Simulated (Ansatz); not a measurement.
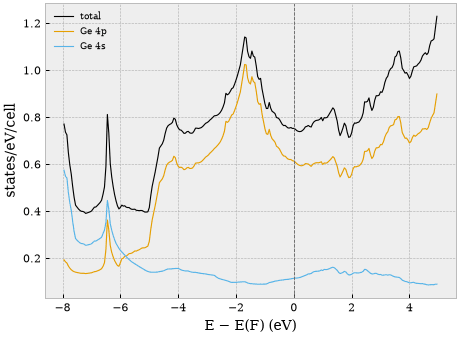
Figure: Total and projected density of states of Ge (β-Sn type, I4_1/amd), LDA in the plane-wave PAW code Ansatz

Task: Which orbitals carry the states next to the Fermi level?

Result: Within 0.5 eV of the Fermi level: Ge 4p 81 %, Ge 4s 15 %. Projections are on Löwdin-orthogonalised atomic valence shells; empty p or d shells of many metals are not among them.

Task: Where is the tallest occupied peak in this window, and what makes it?

Result: Near -1.7 eV, about 1.1 states/eV per cell; the largest projected share is Ge 4p.

This is a known high-pressure phase of the composition, computed here at zero pressure and temperature. Symmetry was held in the LDA relaxation; whether a distortion lowers the energy is not shown. Scalar-relativistic: spin–orbit coupling is off unless named, which matters more the heavier the elements.

Potentials: the earlier of the program's two PAW sets. The files were generated under PBE; for other functionals the program regenerates the frozen cores, and for LDA and PBEsol the local potential too.
